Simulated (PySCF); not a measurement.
# C5H4F2: a tour of settings, part 2 of 2

PySCF 2.14.0. Atoms count from 0. The steps go on from the part before.

## (6) Indirect couplings: WP04/3-21G

What the job is given:

```
{"job": {"kind": "j", "xc": "WP04", "basis": "3-21G", "grid": 4, "scf": {"conv": 1e-11}}, "charge": 0, "multiplicity": 1}
F      2.519388     0.495049    -0.438705
C      1.230539     0.229612    -0.221905
C      0.692776    -0.971418     0.007306
C     -0.772878    -0.760278     0.264222
F     -1.596056    -1.561190    -0.485132
C     -0.966134     0.714044     0.021427
C      0.220216     1.279096    -0.213365
H      1.172871    -1.928416     0.041442
H     -1.004981    -0.992021     1.316611
H     -1.929827     1.182560     0.069157
H      0.439510     2.315632    -0.387023
```

With the program's defaults for keys left out, this is: WP04/3-21G indirect spin-spin coupling, non-relativistic, gas phase.

What it wrote:

```text
final grid: 263544 points
cycle   1  E = -398.3250575903  dE =  9.768e-01  |g| = 9.189e-01  |ddm| = 3.621e+00
cycle   2  E = -398.1691062602  dE =  1.560e-01  |g| = 1.350e+00  |ddm| = 2.411e+00
cycle   3  E = -398.4563659900  dE = -2.873e-01  |g| = 1.359e-01  |ddm| = 1.623e+00
cycle   4  E = -398.4608417297  dE = -4.476e-03  |g| = 4.328e-02  |ddm| = 2.401e-01
cycle   5  E = -398.4611761488  dE = -3.344e-04  |g| = 2.788e-02  |ddm| = 7.282e-02
cycle   6  E = -398.4613766308  dE = -2.005e-04  |g| = 3.405e-03  |ddm| = 3.249e-02
cycle   7  E = -398.4613793373  dE = -2.707e-06  |g| = 8.786e-04  |ddm| = 4.561e-03
cycle   8  E = -398.4613794988  dE = -1.615e-07  |g| = 1.859e-04  |ddm| = 1.346e-03
cycle   9  E = -398.4613795039  dE = -5.172e-09  |g| = 6.410e-05  |ddm| = 2.524e-04
cycle  10  E = -398.4613795047  dE = -8.009e-10  |g| = 8.141e-06  |ddm| = 7.613e-05
cycle  11  E = -398.4613795047  dE = -8.754e-12  |g| = 6.406e-06  |ddm| = 1.834e-05
cycle  12  E = -398.4613795048  dE = -1.182e-11  |g| = 1.972e-06  |ddm| = 8.888e-06
cycle  13  E = -398.4613795048  dE = -2.842e-12  |g| = 5.430e-07  |ddm| = 2.312e-06
converged SCF energy = -398.4613795048

Indirect spin-spin couplings (Hz)
  i      j    bonds     total        FC       PSO       DSO        SD
  0 F    1 C    1   -236.224  -223.151   -11.153     1.203    -3.123
  0 F    2 C    2     13.530    22.230   -20.832    -0.168    12.300
  0 F    3 C    3      0.959     2.297    -1.156    -0.273     0.091
  0 F    4 F    4     -8.286     8.664   -14.590    -0.985    -1.374
  0 F    5 C    3     -8.046    -2.992     0.200    -0.353    -4.901
  0 F    6 C    2     20.468    19.688    -3.326    -0.060     4.167
  0 F    7 H    3     -9.874    -5.211    -3.321    -0.493    -0.849
  0 F    8 H    4      6.109     6.921     0.533    -1.193    -0.153
  0 F    9 H    4      3.674     4.716     0.345    -1.522     0.136
  0 F   10 H    3     -4.058    -3.347    -0.238    -0.226    -0.247
  1 C    2 C    1     71.083    76.946    -6.178     0.316         -
  1 C    3 C    2      8.577     8.519    -0.029     0.087         -
  1 C    4 F    3      8.249     6.603     1.486    -0.181     0.340
  1 C    5 C    2     -3.717    -3.811     0.043     0.051         -
  1 C    6 C    1     56.247    57.739    -1.818     0.325         -
  1 C    7 H    2     -8.783    -7.501    -0.949    -0.333         -
  1 C    8 H    3      5.783     6.007    -0.043    -0.181         -
  1 C    9 H    3     11.458    11.818     0.092    -0.453         -
  1 C   10 H    2     -3.506    -3.156    -0.193    -0.157         -
  2 C    3 C    1     42.681    43.374    -1.007     0.314         -
  2 C    4 F    2      9.077    12.837    -4.181     0.053     0.368
  2 C    5 C    2      8.492     8.877    -0.416     0.030         -
  2 C    6 C    2     -0.956    -0.907    -0.058     0.009         -
  2 C    7 H    1    141.257   139.752     0.438     1.068         -
  2 C    8 H    2     -5.289    -5.374     0.048     0.037         -
  2 C    9 H    3     -1.492    -1.088     0.092    -0.496         -
  2 C   10 H    3      3.811     4.228     0.127    -0.544         -
  3 C    4 F    1   -222.955  -259.945    21.144     1.155    14.692
  3 C    5 C    1     38.482    39.007    -0.829     0.304         -
  3 C    6 C    2      0.680     0.771    -0.134     0.043         -
  3 C    7 H    2     -0.073     0.114    -0.033    -0.154         -
  3 C    8 H    1    125.286   123.897     0.041     1.348         -
  3 C    9 H    2      0.285     0.453    -0.018    -0.150         -
  3 C   10 H    3      8.387     8.709     0.128    -0.449         -
  4 F    5 C    2      9.676    15.033    -5.698     0.037     0.304
  4 F    6 C    3      1.255     2.646    -0.957    -0.262    -0.172
  4 F    7 H    3      1.435     0.508     0.934    -0.344     0.337
  4 F    8 H    2     44.709    41.565     7.392    -0.530    -3.718
  4 F    9 H    3      0.013    -0.372     0.557    -0.336     0.164
  4 F   10 H    4      0.336     0.399     0.665    -1.417     0.690
  5 C    6 C    1     64.080    70.879    -7.034     0.235         -
  5 C    7 H    3      0.295     0.705     0.094    -0.504         -
  5 C    8 H    2     -3.764    -3.871     0.085     0.022         -
  5 C    9 H    1    138.631   137.516     0.133     0.981         -
  5 C   10 H    2     -7.319    -5.726    -1.113    -0.480         -
  6 C    7 H    3      6.917     7.387     0.071    -0.541         -
  6 C    8 H    3      3.548     3.847    -0.016    -0.283         -
  6 C    9 H    2     -6.059    -4.494    -1.087    -0.477         -
  6 C   10 H    1    133.372   132.083     0.296     0.993         -
  7 H    8 H    3      1.882     2.270     0.346    -0.735         -
  7 H    9 H    4      1.289     2.611     0.791    -2.113         -
  7 H   10 H    4     -1.171     0.269     0.721    -2.161         -
  8 H    9 H    3      0.953     1.327     0.353    -0.728         -
  8 H   10 H    4     -2.578    -1.438     0.601    -1.741         -
  9 H   10 H    3      6.004     6.871     0.178    -1.044         -
```

Run time: 14 s. Hardware: 1 thread of Intel Xeon Platinum 8488C, shared host; peak memory 0.54 GiB.

This basis has no tight s functions, so the Fermi-contact terms are rough.

A choice of the couplings up to four bonds, sorted by the number of bonds; isotopes 13C, 19F, 1H:

```
  pair  bonds  J (Hz)  Fermi contact (Hz)  dihedral (°)
 F0–C1      1  -236.2              -223.2             –
 C3–F4      1  -223.0              -259.9             –
 C2–H7      1   141.3               139.8             –
 C5–H9      1   138.6               137.5             –
C6–H10      1   133.4               132.1             –
 C3–H8      1   125.3               123.9             –
 C1–C2      1    71.1                76.9             –
 C5–C6      1    64.1                70.9             –
 C1–C6      1    56.2                57.7             –
 F4–H8      2    44.7                41.6             –
 F0–C6      2    20.5                19.7             –
 F0–C2      2    13.5                22.2             –
 F4–C5      2     9.7                15.0             –
 C2–F4      2     9.1                12.8             –
 C1–H7      2    -8.8                -7.5             –
 C1–C3      2     8.6                 8.5             –
 C2–C5      2     8.5                 8.9             –
C5–H10      2    -7.3                -5.7             –
 C1–H9      3    11.5                11.8          -178
 F0–H7      3    -9.9                -5.2            -1
C3–H10      3     8.4                 8.7          -178
 C1–F4      3     8.2                 6.6           129
 F0–C5      3    -8.0                -3.0           180
 C6–H7      3     6.9                 7.4           179
H9–H10      3     6.0                 6.9             1
 C1–H8      3     5.8                 6.0          -112
F0–H10      3    -4.1                -3.3             1
 F0–F4      4    -8.3                 8.7             –
 F0–H8      4     6.1                 6.9             –
 F0–H9      4     3.7                 4.7             –
H8–H10      4    -2.6                -1.4             –
 H7–H9      4     1.3                 2.6             –
H7–H10      4    -1.2                 0.3             –
```

The spin-dipole term was solved for some atoms only; pairs without it lack that part.

Joined with the shifts from before (PBE0/pcSseg-1, scaled to CDCl3), the couplings predict the line list below for 400 MHz.

1H NMR δ 6.45 (ddt, J = 6.0, 3.7, 1.1 Hz, 1H), 6.12 (m, 1H), 5.64 (m, 1H), 5.60 (m, 1H).

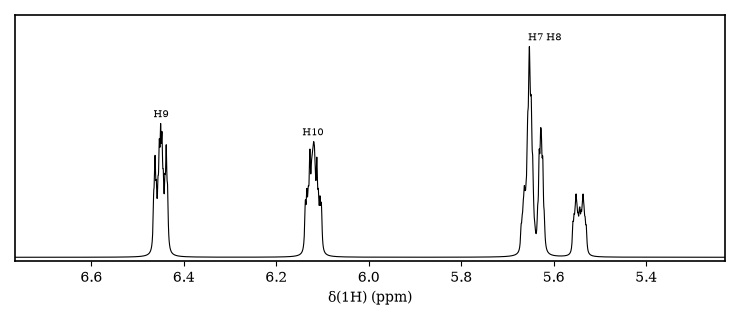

Simulated proton spectrum at 400 MHz, by exact diagonalisation of each spin system; lines 1.2 Hz wide, exchangeable protons uncoupled.

## (7) Run by run: electronic excitations

Excitations and ground-state properties, with basis size and wall time:

```
                             run  lowest singlet (eV)  brightest (eV)      f  gap (eV)  α (Å³)  μ (D)  functions  time
                  PBE0/def2-SVPD                 4.47            4.47  0.044      5.36    8.23   1.64        178  20 s
LC-wPBE/pcJ-1 in tetrahydrofuran                 5.09            5.09  0.101     10.37    8.60   2.01        229  19 s
```

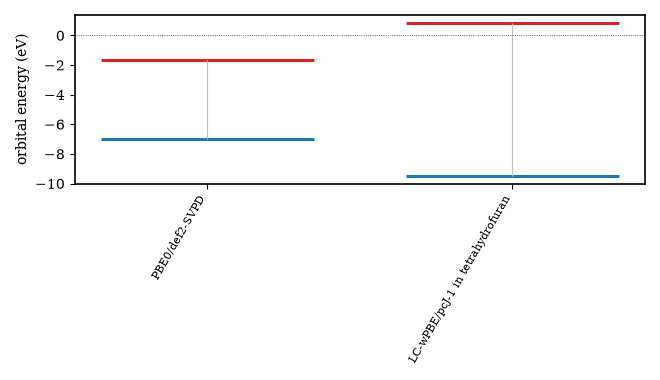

HOMO (blue) and LUMO (red) run by run.

## (8) Results

What follows sums up all 2 parts.

| quantity | value |
| --- | --- |
| 13C shifts against TMS (PBE0/pcSseg-1) | 174.7, 146.7, 136.6, 114.7, 96.6 ppm |
| 1H shifts against TMS (PBE0/pcSseg-1) | 6.73, 6.38, 5.87, 5.83 ppm |
| 19F shifts against CFCl3 (PBE0/pcSseg-1) | -123.6, -247.1 ppm |
| potential on the surface of density 0.002 e/bohr³, 1st and 99th percentile | -0.96 V and 1.18 V |
| lowest singlet (PBE0/def2-SVPD) | 4.47 eV (277 nm), f = 0.044 |
| lowest triplet | 2.69 eV |
| largest coupling of the table (WP04/3-21G) | 1J(F,C) F0–C1, -236.2 Hz |
| range of the lowest singlet | 4.47 to 5.09 eV |
| property runs in this session | 5, of which 1 failed and 0 gave unsound results |

What this shows: Single values in the summary come from the first sound run of each kind (PBE0/pcSseg-1; PBE0/def2-SVPD; WP04/3-21G), which need not be the best level. At PBE0/pcSseg-1: Shielding is most anisotropic at C5 (span 222 ppm, paramagnetic term -215 ppm). By nearest atom (PBE0/pcSseg-1), the HOMO sits on C2 33 %; C5 22 % and the LUMO on C5 23 %; C1, C2, C6 about 15 % each. The lowest singlet, at 4.47 eV, is HOMO→LUMO 0.98 and is weak. The lowest triplet lies 1.78 eV below the lowest singlet (triplets in Tamm-Dancoff, singlets in full TDDFT). The basis of WP04/3-21G has no polarisation functions, so its couplings are far from converged. In the run at WP04/3-21G, the largest coupling of the table is F0–C1, -236.2 Hz, of which the Fermi-contact term gives -223.2 Hz. Couplings across rotatable bonds belong to this one conformer; where others are populated, the observed values are averages. Density functionals describe couplings to fluorine poorly, F–F couplings above all, so those rows are rough. The lowest singlet runs from 4.47 eV (PBE0/def2-SVPD) to 5.09 eV (LC-wPBE/pcJ-1 in tetrahydrofuran), while the orbital gap spans 5.36 to 10.37 eV. Some runs use the Tamm-Dancoff approximation and others full TDDFT, which shifts states apart from functional and basis. The lowest state need not be the same one in every run. Couplings from bases without tight functions are rough.
